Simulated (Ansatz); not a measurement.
Energy against volume for La2O3 (A-La2O3 type, space group P-3m1)

La2O3 (A-La2O3 type, space group P-3m1)

```
CELL_PARAMETERS angstrom
      3.93527     0.00000     0.00000
     -1.96763     3.40804     0.00000
      0.00000     0.00000     6.12628
ATOMIC_POSITIONS crystal
  La 0.33333 0.66667 0.24614
  La 0.66667 0.33333 0.75386
  O  0.00000 0.00000 0.00000
  O  0.33333 0.66667 0.64612
  O  0.66667 0.33333 0.35388
```

Equation-of-state scan: isotropic scaling of the cell above, V₀ being its volume. The atoms relax within the cell's symmetry.

All values below come from r2SCAN (plane waves to 500 eV, PAW, scalar-relativistic; Ansatz, a first-principles code). k mesh 10×10×6 (Γ-centred), Fermi-Dirac smearing 0.05 eV. E stands for the smeared free energy. Compression counts positive. With the shape held, the modulus is that of even scaling; a crystal free to change shape is softer. La2O3 is run without spin polarisation. La2O3 was relaxed with its symmetry unable to fall. ΔE is measured from the relaxed starting cell.

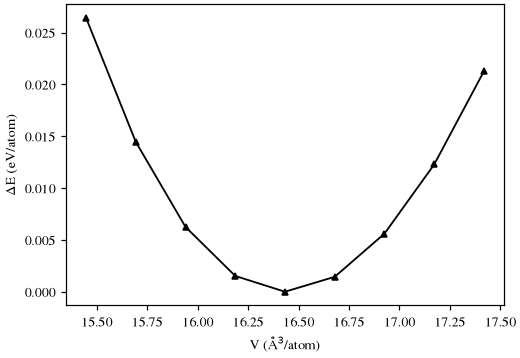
Figure. ΔE (eV/atom) against V (Å³/atom); computed points joined by lines.

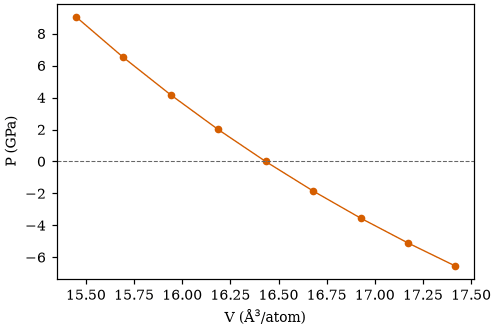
Figure. P (GPa) against V (Å³/atom); computed points joined by lines.

The pressure for 5 % compression (fit) is 7.4 GPa, the equilibrium volume of the fit comes out as 16.43 Å³/atom and the pressure at the smallest volume comes out as 9.1 GPa. The bulk modulus at fixed cell shape B₀ (third-order Birch-Murnaghan fit) is 128 GPa and the energy cost of the largest compression comes out as 26.4 meV/atom.

P = (3B₀/2)(x⁷ − x⁵)[1 + ¾(B₀′ − 4)(x² − 1)] with x = (1/0.95)^(1/3), B₀ = 128 GPa and B₀′ = 4.40.

(A scan under strain: stresses follow from slopes of the energy per volume, elastic moduli from its curvatures.)
